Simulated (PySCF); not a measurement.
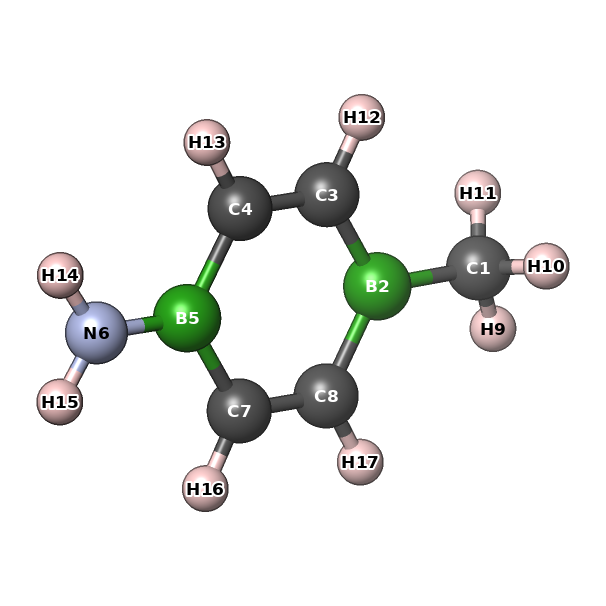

The geometry was computed by an optimisation with GFN2-xTB. No frequency run is at hand to confirm it as a minimum. Electric field gradients from the ground-state density, B3LYP/pcJ-1 (PySCF 2.14.0), non-relativistic apart from any core potentials.

Give the largest field-gradient component, the quadrupole coupling constant and the asymmetry for 11B at B2 (Q = 40.59 mb), 11B at B5 (Q = 40.59 mb), 14N at N6 (Q = 20.44 mb).

```json
{"atom": "B2", "V_zz (a.u.)": "0.527", "e²qQ/h (MHz)": "5.03", "η": "0.02"}
{"atom": "B5", "V_zz (a.u.)": "0.387", "e²qQ/h (MHz)": "3.69", "η": "0.19"}
{"atom": "N6", "V_zz (a.u.)": "−0.564", "e²qQ/h (MHz)": "−2.71", "η": "0.83"}
```

The geometry is semi-empirical. Around B such bond lengths and angles can be off by a tenth of an ångström or more and by several degrees, and values that hang on the shape move with them.
